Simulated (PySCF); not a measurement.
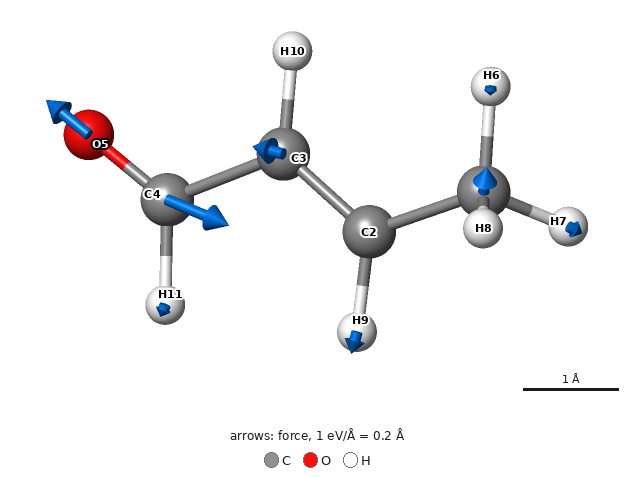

Starting geometry of C₄H₆O with the computed forces as blue arrows. Style: ball-and-stick. Shown at a tilt.

The start comes from GFN2-xTB. Its atoms were then displaced at random by about 0.01 Å.

Level of theory: PBE0-D3(BJ)/def2-SVP geometry optimisation, gas phase in PySCF. 

### What follows when this structure is relaxed?

It isn't relaxed: the largest force vector, on a C atom, is 4.02 eV/Å. The final displacements follow the starting forces only in part (cosine between the two patterns 0.43). The atom that moves furthest after the best rigid fit is an H atom (0.055 Å). By element the largest moves are H 0.055 Å, C 0.047 Å, O 0.033 Å. Near-neighbour distances that change, for instance: C–C 1.505 → 1.467 Å, C–O 1.170 → 1.206 Å, C–C 1.454 → 1.485 Å, C–H 1.068 → 1.099 Å. Among the angles between lasting bonds that change: C–C–H 110.8° → 114.1°, O–C–H 123.7° → 121.1°, C–C–H 114.3° → 116.9°. After 6 geometry steps the energy has fallen by 16.0 kJ/mol.
